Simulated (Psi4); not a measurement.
**M06-L/6-311+G(d,p) run of CH4ClSi− (SMILES C[SiH-]Cl)**

What is the energy change on altering one bond length of CH4ClSi− at M06-L/6-311+G**? 

The calculation is run with Psi4 1.11.

1 further run of the same task is left out (set aside as unsound or not needed).

**1. Starting point**

The species is CH4ClSi− (7 atoms), meant as a singlet with charge -1. SMILES: `C[SiH-]Cl`. The coordinates come from a GFN2-xTB relaxation.

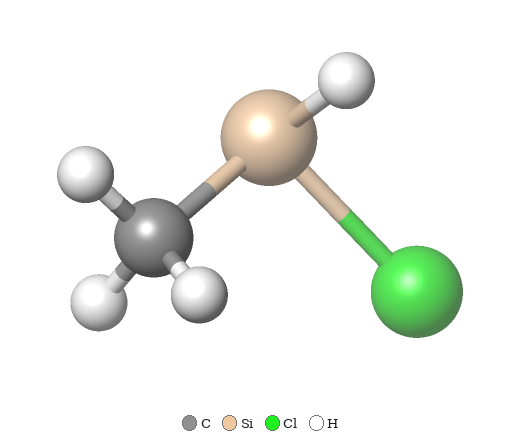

Viewed from a chosen angle; carbon grey, silicon light orange, chlorine green, hydrogen white.

**2. A single-point energy at M06-L/6-311+G(d,p)**

Input file input.json:

```json
{
 "schema_name": "qcschema_input",
 "schema_version": 1,
 "molecule": {
  "schema_name": "qcschema_molecule",
  "schema_version": 2,
  "symbols": ["C", "Si", "Cl", "H", "H", "H", "H"],
  "geometry": [-1.12867672, 0.85882383, -0.61308385, 2.17375196, -0.64271475, -0.59352518, 1.18408349, -4.36156348, 1.40395313, -0.95971631, 2.84723145, -1.15528407, -2.11254373, 0.78501113, 1.2033776, -2.35578928, -0.04015668, -2.00607656, 3.19887169, 0.5533874, 1.76062004],
  "molecular_charge": -1,
  "molecular_multiplicity": 1,
  "fix_symmetry": "c1",
  "fix_com": true,
  "fix_orientation": true
 },
 "driver": "energy",
 "model": {
  "method": "m06-l",
  "basis": "6-311+G**"
 },
 "keywords": {
  "puream": true,
  "e_convergence": 1e-09,
  "d_convergence": 1e-08,
  "scf_type": "pk",
  "dft_radial_points": 99,
  "dft_spherical_points": 590
 }
}
```

Launch:

```console
$ psi4 --qcschema input.json -n 1 --memory 1600MB
```

stdout:

```text
[...]
                   'protocols': {'error_correction': {'default_policy': True, 'policies': None},
                                 'native_files': 'none',
[...]
  Running in c1 symmetry.
[...]
  Nuclear repulsion =  130.656704840205094
[...]
  Multiplicity = 1
[...]
  Nalpha       = 21
  Nbeta        = 21
[...]
    Number of basis functions: 106
[...]
   @RKS iter   1:  -789.84985872161178   -2.54609e-01   8.56439e-03 ADIIS/DIIS
[...]
   @RKS iter  14:  -790.27942191548868   -2.95586e-12   2.44939e-09 DIIS
[...]
    Orbital Energies [Eh]
    ---------------------
    Doubly Occupied:
       1A   -100.958704     2A    -65.615513     3A     -9.860164
       4A     -9.178216     5A     -6.884665     6A     -6.879822
       7A     -6.879472     8A     -5.027342     9A     -3.341417
      10A     -3.335960    11A     -3.332129    12A     -0.558939
      13A     -0.488225    14A     -0.257491    15A     -0.205223
      16A     -0.199981    17A     -0.125598    18A     -0.116075
      19A     -0.088728    20A     -0.072917    21A      0.022723
[...]
  @RKS Final Energy:  -790.27942191548868
   => Energetics <=
    Nuclear Repulsion Energy =            130.6567048402050943
    One-Electron Energy =               -1359.4940965418554697
    Two-Electron Energy =                 494.8718592688811668
    DFT Exchange-Correlation Energy =     -56.3138894827194818
    Empirical Dispersion Energy =           0.0000000000000000
    VV10 Nonlocal Energy =                  0.0000000000000000
    Total Energy =                       -790.2794219154886832
[...]
 Multipole Moments:
 ------------------------------------------------------------------------------------
     Multipole            Electronic (a.u.)      Nuclear  (a.u.)        Total (a.u.)
 ------------------------------------------------------------------------------------
 L = 1.  Multiply by 2.5417464519 to convert [e a0] to [Debye]
 Dipole X            :        -43.4253707           41.5607088           -1.8646619
 Dipole Y            :         75.9974507          -73.8461694            2.1512813
 Dipole Z            :        -11.6562131           11.6819846            0.0257715
 Magnitude           :                                                    2.8470405
[...]
```

The result, in JSON:

```text
{
 "driver": "energy",
 "model": {
  "method": "m06-l",
  "basis": "6-311+G**"
 },
 "success": true,
 "return_result": -790.2794219154887,
 "properties": {
  "calcinfo_nbasis": 106,
  "calcinfo_nmo": 106,
  "calcinfo_nalpha": 21,
  "calcinfo_nbeta": 21,
  "calcinfo_natom": 7,
  "nuclear_repulsion_energy": 130.6567048402051,
  "return_energy": -790.2794219154887,
  "scf_one_electron_energy": -1359.4940965418555,
  "scf_two_electron_energy": 494.87185926888117,
  "scf_xc_energy": -56.31388948271948,
  "scf_dipole_moment": [-1.864661911088767, 2.1512813449342616, 0.025771544727763995],
  "scf_total_energy": -790.2794219154887,
  "scf_iterations": 14
 }
}
```

It took 29 s on 1 thread of Intel Xeon Gold 6455B (Sapphire Rapids), shared host; peak memory 0.66 GiB.

**3. The distorted shape, same level**

Input file ch4clsi.inp:

```
memory 1.6 GB

molecule molecule1 {
  -1 1
  C     -0.678648     0.359519    -0.511311
  Si     1.068922    -0.435061    -0.500961
  Cl     0.545212    -2.402991     0.556059
  H     -0.589238     1.411739    -0.798231
  H     -1.199288     0.320459     0.449919
  H     -1.328008    -0.116201    -1.248451
  H      1.692770     0.292840     0.931680
  symmetry c1
  no_reorient
  no_com
}

set basis 6-311+G**
set puream true
set e_convergence 1e-09
set d_convergence 1e-08
set scf_type pk
set dft_radial_points 99
set dft_spherical_points 590

energy("m06-l")
```

Launch:

```console
$ psi4 ch4clsi.inp ch4clsi.out -n 1
```

ch4clsi.out:

```text
[...]
  Running in c1 symmetry.
[...]
  Nuclear repulsion =  129.773313715241926
[...]
  Multiplicity = 1
[...]
  Nalpha       = 21
  Nbeta        = 21
[...]
    Number of basis functions: 106
[...]
   @RKS iter   1:  -789.84627439631174   -2.95020e-01   8.55276e-03 ADIIS/DIIS
[...]
   @RKS iter  14:  -790.27260349811456   -2.95586e-12   2.45066e-09 DIIS
[...]
    Orbital Energies [Eh]
    ---------------------
    Doubly Occupied:
       1A   -100.961217     2A    -65.631007     3A     -9.863334
       4A     -9.180683     5A     -6.887177     6A     -6.882257
       7A     -6.881941     8A     -5.039911     9A     -3.353623
      10A     -3.348961    11A     -3.345023    12A     -0.561312
      13A     -0.491478    14A     -0.247140    15A     -0.208028
      16A     -0.203087    17A     -0.126608    18A     -0.110337
      19A     -0.090904    20A     -0.070265    21A      0.016452
[...]
  @RKS Final Energy:  -790.27260349811456
   => Energetics <=
    Nuclear Repulsion Energy =            129.7733137152419260
    One-Electron Energy =               -1357.5761425297496316
    Two-Electron Energy =                 493.7982310895758360
    DFT Exchange-Correlation Energy =     -56.2680057731827930
    Empirical Dispersion Energy =           0.0000000000000000
    VV10 Nonlocal Energy =                  0.0000000000000000
    Total Energy =                       -790.2726034981145631
[...]
 Multipole Moments:
 ------------------------------------------------------------------------------------
     Multipole            Electronic (a.u.)      Nuclear  (a.u.)        Total (a.u.)
 ------------------------------------------------------------------------------------
 L = 1.  Multiply by 2.5417464519 to convert [e a0] to [Debye]
 Dipole X            :        -37.2355365           35.4094236           -1.8261129
 Dipole Y            :         83.2146118          -81.0234249            2.1911869
 Dipole Z            :          2.5354918           -2.4441718            0.0913201
 Magnitude           :                                                    2.8538269
[...]
```

Run time: 29 s. Hardware: 1 thread of Intel Xeon Gold 6455B (Sapphire Rapids), shared host; peak memory 0.65 GiB.

**4. Summary of results**

At M06-L/6-311+G**:

| quantity | value |
| --- | --- |
| first shape: total energy | -790.27942 Eh |
| first shape: HOMO energy | 0.62 eV |
| first shape: LUMO energy | 3.70 eV |
| first shape: HOMO–LUMO gap (to an unbound level, set by the basis) | 3.08 eV |
| distorted shape: total energy | -790.27260 Eh |
| distorted shape: HOMO energy | 0.45 eV |
| distorted shape: LUMO energy | 3.66 eV |
| distorted shape: HOMO–LUMO gap (to an unbound level, set by the basis) | 3.22 eV |
| energy change with the Si2–H7 bond stretched from 1.499 to 1.724 Å | 0.186 eV |

**Reading.** With the Si2–H7 bond stretched from 1.499 to 1.724 Å the energy rises by 0.19 eV (4.3 kcal/mol). The first shape isn't relaxed at this level, so the change isn't measured from a minimum. The HOMO (first shape) lies at positive energy, 0.62 eV, as semi-local functionals often give for anions; only total energies tell whether the electron is bound. The HOMO (distorted shape) lies at positive energy, 0.45 eV, as semi-local functionals often give for anions; only total energies tell whether the electron is bound.
